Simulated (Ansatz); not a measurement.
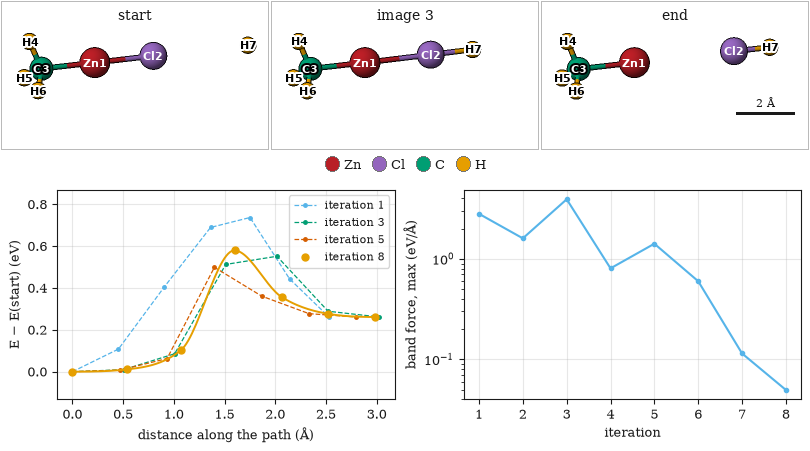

A search for the minimum-energy path of CH4ClZn (multiplicity 2), made up at the start of CH3ClZn and H by the nudged elastic band. Images are numbered from 0 (start) to 6 (end). The plot follows the band through its iterations. Style: ball-and-stick. Shown at a tilt.

Computed with UKS PBE0/def2-SVP (Ansatz 0.2.0). Run with 5 movable images; climbing image; force threshold 0.05 eV/Å; iteration limit 60; starting path through a guess of the saddle point.

**Judge this run.**

The result is final at these settings. The band converged in 8 iterations. The largest component of the band force went from 2.8 to 0.05 eV/Å. The climbing image converged on the top of the path. Its vibrational analysis gives one imaginary mode (458i cm⁻¹), as a transition state must have. The first iteration put the highest image at 0.74 eV. The energy climbs by 0.58 eV to image 3 and then falls by 0.32 eV, so the end point sits at +0.26 eV.

Limits of the set-up: the start holds two separate molecules, 3.4 Å apart at their closest, whose relative position is a soft coordinate and is computed without a dispersion correction.

The run took 110 s on 2 threads of Arm Neoverse V2, on a shared host, peak memory 0.24 GiB.
